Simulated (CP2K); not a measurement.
Band structure of MgAl (Pm-3m, 2 atoms in the cell).

```yaml
crystal:
  lattice:
    - [3.39841, 0.00000, 0.00000]
    - [0.00000, 3.39841, 0.00000]
    - [0.00000, 0.00000, 3.39841]
  atoms:
    - { symbol: Mg, position: [0.50000, 0.50000, 0.50000] }
    - { symbol: Al, position: [0.00000, 0.00000, 0.00000] }
```

Computed with CP2K 2026.2 with PBEsol, GPW, DZVP-MOLOPT-SR-GTH basis, GTH-PBE potentials (GTH_POTENTIALS).

Settings: CUTOFF = 1000 Ry; REL_CUTOFF = 40 Ry; SMEAR/METHOD = GAUSSIAN; SIGMA = 0.2 eV; KPOINTS/SCHEME = MONKHORST-PACK 13 13 13; XC_FUNCTIONAL = PBE:PBESOL; Mg/BASIS_SET = DZVP-MOLOPT-SR-GTH-q10; Mg/POTENTIAL = GTH-PBE-q10; Al/BASIS_SET = DZVP-MOLOPT-SR-GTH-q3; Al/POTENTIAL = GTH-PBE-q3; METHOD = GPW; EPS_DEFAULT = 1e-10; EXTRAPOLATION = USE_GUESS; NGRIDS = 5.

The starting cell comes from a database of computed structures (which also holds hypothetical and non-ambient phases and stackings), without a prior relaxation at this level. Its lattice was rescaled by a random factor within 2.5 % of one. Values carry the incompleteness of an atom-centred basis. The potentials were made for another functional than the one used.

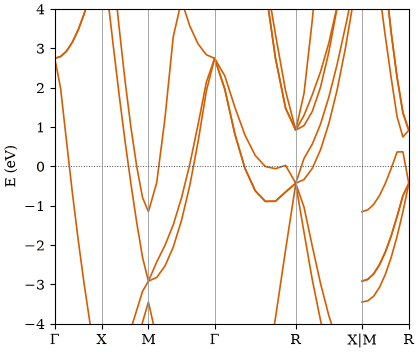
Fig. 1. Bands along the path, energies from the Fermi level.

Levels in eV from the Fermi level, bands 3 to 8:
```tsv
point	3	4	5	6	7	8
Γ	-42.55	-42.55	-9.06	2.75	2.75	2.75
X	-42.55	-42.55	-6.35	-5.30	5.11	5.11
M	-42.55	-42.55	-3.45	-2.92	-2.92	-1.15
R	-42.55	-42.55	-0.45	-0.43	-0.43	-0.43
```

Bands cross the Fermi level along this path, so the cell is metallic at this level.

Higher empty bands are left out: an atom-centred basis made for the valence describes them poorly.
